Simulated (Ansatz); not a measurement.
## Electronic structure of Cl₂Cu₁₃ (Cu13(Cl)2) (doublet) in real space

```xyz
15

Cu   -0.0766    0.2137   -0.1197
Cu    1.8265    0.1943   -1.5167
Cu    1.9980   -0.0145    1.0785
Cu   -2.1514    0.4213   -1.2971
Cu   -2.0336    0.3809    1.1907
Cu   -1.1590    2.3153    0.0129
Cu    1.2369    2.2172   -0.1789
Cu   -1.3752   -1.8135   -0.0567
Cu    1.0152   -1.9088   -0.2843
Cu   -0.0111   -1.0182    1.9305
Cu    0.2628    1.4344    1.8735
Cu   -0.4093   -1.0294   -2.1007
Cu   -0.1486    1.4619   -2.1309
Cl    3.4044   -1.1968   -0.5328
Cl   -2.4068   -1.6984    2.1564
```

Geometry: r2SCAN-D4/def2-SVP; ⟨S²⟩ = 1.08, above the pure value of 0.75.

Computed with UKS PBE0-D4/def2-TZVP in Ansatz 0.2.0.

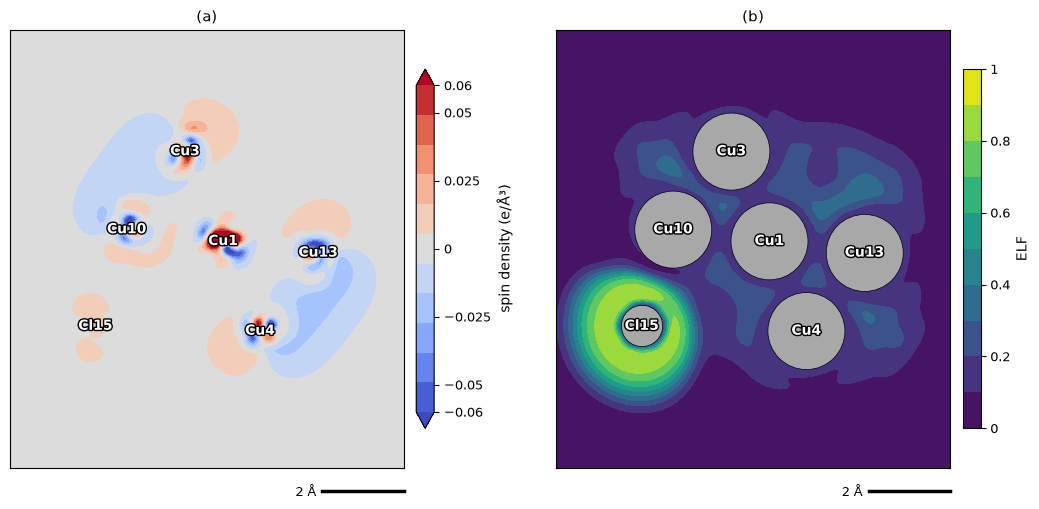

Figure 1. (a) spin density (α minus β); (b) ELF on the plane of atoms Cu1, Cu13 and Cu4. Grey discs cover the atomic cores in the ELF map.

Read the bonding off the picture.

Answer.
- Atoms in the plane: Cu and Cl.
- Cu–Cu (2.37 Å): the ELF is about 0.15 at the midpoint.
- Cu–Cu (2.40 Å): the ELF is about 0.20 at the midpoint.
- Cu–Cl (2.50 Å): the ELF peaks at about 0.85 in the valence shell of Cl, 0.8 Å from its nucleus, and is about 0.30 at the midpoint.
- The unpaired spin (1 electron) lies mostly on Cu12 (about 0.1) and Cu3 (about 0.1), in electrons by Hirshfeld's partition.

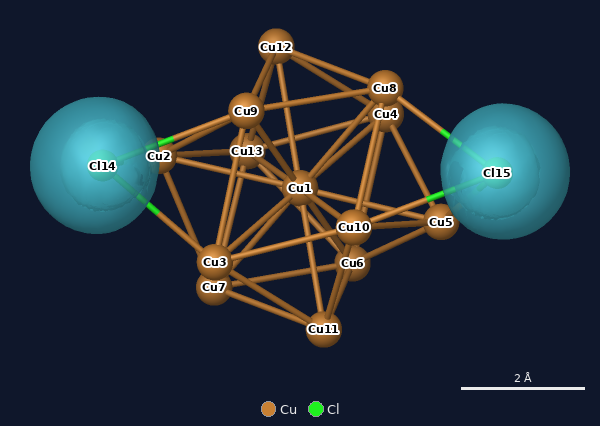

Figure 2. Isosurface of the ELF at 0.8 (cyan), seen from one side. Only the valence region is drawn (cores and ρ < 0.01 e/Å³ removed).

Identify the bonds, lone pairs and shells in this picture.

Answer. At this value the surface marks out two regions wrapped around Cl (the valence shell of each). Along the contacts the grid gives the following. Cu–Cl (2.32 Å): the ELF peaks at about 0.85 in the valence shell of Cl, 0.8 Å from its nucleus, and is about 0.35 at the midpoint. Cu–Cu (2.36 Å): the ELF is about 0.15 at the midpoint.

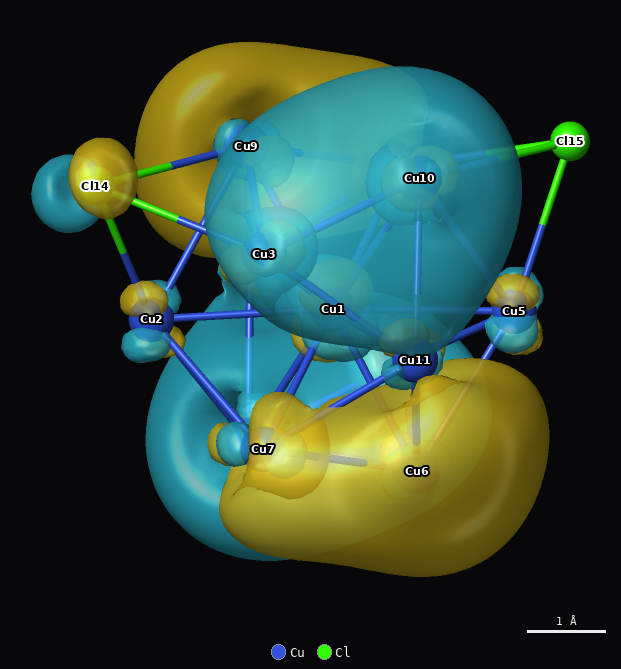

Figure 3. One frontier orbital at ±0.06 Å⁻³ᐟ² (yellow and cyan are the two phases), seen at a tilt.

Which orbital is it: HOMO (β) or LUMO (β)?

Answer. The HOMO (β), at −4.48 eV. Its weight (Hirshfeld) is mainly on Cu6 (about 10 %), Cu13 (about 10 %), Cu9 (about 10 %), Cu10 (about 10 %), Cu4 (about 10 %) and Cu7 (about 10 %).
